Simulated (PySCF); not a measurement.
**Ways to converge the SCF of F2ORu (triplet)**

Aim: find out which solver settings change the answer for F2ORu (triplet).

Program: PySCF 2.14.0. Level of theory: method and basis as typed in the scripts. These are calculated values, not measurements.

1 further run of the same task is left out (for a known fault of the program). Runs told in other sessions of the task aren't counted.

**1. Where the work starts**

F2ORu (triplet): 4 atoms, charge 0, spin multiplicity 3.

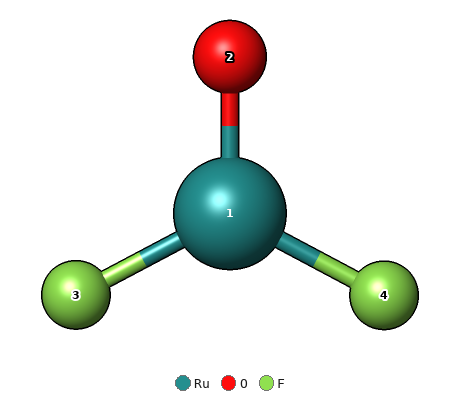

As it starts; ruthenium teal, oxygen red, fluorine green; atoms are numbered from 1 in the order of the file.

Geometry (Å):

| atom | x (Å) | y (Å) | z (Å) |
| --- | --- | --- | --- |
| Ru1 | -0.0198 | -0.0343 | 0.0000 |
| O2 | -0.8462 | -1.4656 | 0.0000 |
| F3 | 1.8168 | -0.0977 | 0.0000 |
| F4 | -0.9930 | 1.5246 | 0.0000 |

**2. The run that the others are compared with**

input.py

```python
from pyscf import gto, scf, mp

mol = gto.M(
    atom='Ru -0.0198 -0.0343 0; O -0.8462 -1.4656 0; F 1.8168 -0.0977 0; F -0.993 1.5246 0',
    basis='lanl2dz',
    ecp={'Ru': 'lanl2dz'},
    charge=0,
    spin=2,
    verbose=3,
)
mf = scf.UHF(mol)
mf.kernel()
mp.MP2(mf, frozen=3).kernel()
mf.dip_moment()
print('orbital energies (hartree):', [e[max(0, n-3):n+3].round(4) for e, n in zip(mf.mo_energy, mol.nelec)])
```

Started as:

```bash
$ OMP_NUM_THREADS=1 python input.py
```

The log of this run is left out.

Base result: E(SCF) = -366.761156 Eh, E(MP2) − E(SCF) = -0.59013 Eh, ⟨S²⟩ = 2.082, μ = 0.70 D (of the SCF density).

No search for the lowest state was made; open d or f shells can end in a higher solution. The triplet is typed in the script; nothing here shows that it is the ground state.

**3. Second-order solver on**

Edit 1 changes second-order solver: off → on.

Changes to input.py since step 2:

```diff
@@ -11,2 +11,3 @@
 mf = scf.UHF(mol)
+mf = mf.newton()
 mf.kernel()
```

Started as:

```bash
$ OMP_NUM_THREADS=1 python input.py
```

The log of the run:

```text
converged SCF energy = -366.758324842438  <S^2> = 3.1142949  2S+1 = 3.6684029
E(UMP2) = -367.214718846224  E_corr = -0.456394003786071
E(SCS-UMP2) = -367.185851109814  E_corr = -0.427526267375832
Dipole moment(X, Y, Z, Debye): -0.93147, -1.61403,  0.00000
orbital energies (hartree): [array([-0.5641, -0.5248, -0.4503, -0.0031, -0.0014,  0.0693]), array([-0.6002, -0.595 , -0.4803, -0.0199,  0.0197,  0.0436])]
```

Run time: 3.8 s. Hardware: 1 thread of Arm Neoverse N1, shared host.

Outcome: E(SCF) = -366.758325 Eh (+0.0770 eV from the base), E(MP2) − E(SCF) = -0.45639 Eh, ⟨S²⟩ = 3.114, μ = 1.86 D (of the SCF density).

⟨S²⟩ = 3.11 against 2.00 for a pure state: the determinant is spin-contaminated.

**4. DIIS space 20**

Edit 2 changes DIIS space: default → 20.

Changes to input.py since step 2:

```diff
@@ -11,2 +11,3 @@
 mf = scf.UHF(mol)
+mf.diis_space = 20
 mf.kernel()
```

Started as:

```bash
$ OMP_NUM_THREADS=1 python input.py
```

The log of the run:

```text
converged SCF energy = -366.761155874404  <S^2> = 2.0821054  2S+1 = 3.0542465
E(UMP2) = -367.351291335439  E_corr = -0.590135461035448
E(SCS-UMP2) = -367.313762288068  E_corr = -0.552606413663637
Dipole moment(X, Y, Z, Debye): -0.35026, -0.60720,  0.00000
orbital energies (hartree): [array([-0.5497, -0.548 , -0.5262, -0.0315, -0.026 ,  0.0418]), array([-0.5876, -0.546 , -0.5144, -0.0293, -0.0195,  0.0201])]
```

Run time: 2.2 s. Hardware: 1 thread of Arm Neoverse N1, shared host.

This run: E(SCF) = -366.761156 Eh (no change), E(MP2) − E(SCF) = -0.59014 Eh, ⟨S²⟩ = 2.082, μ = 0.70 D (of the SCF density).

**5. Damping 0.5**

Edit 3 changes damping: none → 0.5.

Changes to input.py since step 2:

```diff
@@ -11,2 +11,4 @@
 mf = scf.UHF(mol)
+mf.damp = 0.5
+mf.diis_start_cycle = 8
 mf.kernel()
```

Started as:

```bash
$ OMP_NUM_THREADS=1 python input.py
```

The log of the run:

```text
converged SCF energy = -366.761155874056  <S^2> = 2.0820579  2S+1 = 3.0542154
E(UMP2) = -367.351305891305  E_corr = -0.590150017248373
E(SCS-UMP2) = -367.313775214451  E_corr = -0.552619340394282
Dipole moment(X, Y, Z, Debye): -0.35012, -0.60702,  0.00000
orbital energies (hartree): [array([-0.5497, -0.548 , -0.5262, -0.0316, -0.026 ,  0.0418]), array([-0.5876, -0.546 , -0.5144, -0.0293, -0.0195,  0.0201])]
```

Run time: 2.3 s. Hardware: 1 thread of Arm Neoverse N1, shared host.

Outcome: E(SCF) = -366.761156 Eh (no change), E(MP2) − E(SCF) = -0.59015 Eh, ⟨S²⟩ = 2.082, μ = 0.70 D (of the SCF density).

The script also starts DIIS later, which adds to the count of cycles.

**6. Initial guess core**

Edit 4 changes initial guess: minao → core.

Changes to input.py since step 2:

```diff
@@ -11,2 +11,3 @@
 mf = scf.UHF(mol)
+mf.init_guess = 'core'
 mf.kernel()
```

Started as:

```bash
$ OMP_NUM_THREADS=1 python input.py
```

The log of the run:

```text
converged SCF energy = -366.761155874627  <S^2> = 2.0821355  2S+1 = 3.0542662
E(UMP2) = -367.351288138929  E_corr = -0.590132264302038
E(SCS-UMP2) = -367.313759703926  E_corr = -0.552603829299356
Dipole moment(X, Y, Z, Debye): -0.35027, -0.60726,  0.00000
orbital energies (hartree): [array([-0.5497, -0.548 , -0.5262, -0.0315, -0.026 ,  0.0418]), array([-0.5877, -0.546 , -0.5144, -0.0293, -0.0195,  0.0201])]
```

Wall time 2.3 s (1 thread of Arm Neoverse N1, shared host).

Outcome: E(SCF) = -366.761156 Eh (no change), E(MP2) − E(SCF) = -0.59013 Eh, ⟨S²⟩ = 2.082, μ = 0.70 D (of the SCF density).

**7. All runs together**

| run | E(SCF) (hartree) | from base (eV) | SCF dipole (D) | after the SCF |
| --- | --- | --- | --- | --- |
| base | -366.761156 | 0 | 0.70 | MP2 correlation -16.058 eV, core frozen |
| second-order solver on | -366.758325 | +0.0770 | 1.86 | MP2 correlation -12.419 eV, core frozen |
| DIIS space 20 | -366.761156 | 0.0000 | 0.70 | MP2 correlation -16.058 eV, core frozen |
| damping 0.5 | -366.761156 | 0.0000 | 0.70 | MP2 correlation -16.059 eV, core frozen |
| initial guess core | -366.761156 | 0.0000 | 0.70 | MP2 correlation -16.058 eV, core frozen |

Wall time on 1 thread of Arm Neoverse N1, shared host, start-up included: base 2.3 s; second-order solver on 3.8 s; DIIS space 20 2.2 s; damping 0.5 2.3 s; initial guess core 2.3 s.

In words: The SCF energy stays the same, to the digits that matter, with DIIS space 20 or damping 0.5 or initial guess core. PySCF falls back to minao for a guess that it doesn't know or can't read, so that run repeats the base. With second-order solver on the SCF ends in another solution, 0.08 eV higher: the path to self-consistency decides the state here.
